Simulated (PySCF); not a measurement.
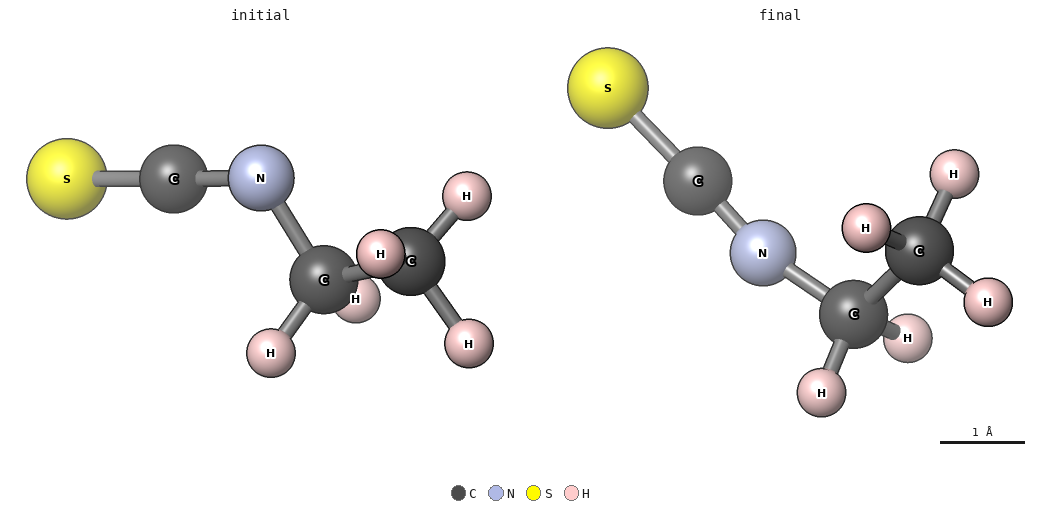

The structure of C$_{3}$H$_{5}$NS before (left) and after (right) a relaxation, at one scale.

Style: ball-and-stick. Shown from a free direction.

The start comes from MMFF94s. Its atoms were then displaced at random by about 0.03 Å.

All numbers below come from PBE0-D3(BJ)/def2-SVP geometry optimisation, gas phase in PySCF 2.14.0, density-fitted response routines. 

**What changed between the two?**

The largest move after the best rigid fit is that of the S atom, 1.38 Å. Largest moves by element: S 1.38 Å, N 1.12 Å, H 0.61 Å, C 0.45 Å. Among the contacts that change: C–N 1.331 → 1.185 Å, C–H 1.211 → 1.100 Å, C–S 1.691 → 1.585 Å, C–H 1.031 → 1.100 Å. Bond angles that change, for instance: C–N–C 113.8° → 162.2°, C–C–N 104.0° → 112.8°, H–C–H 113.4° → 108.3°. After 20 geometry steps the energy has fallen by 1.671 eV.
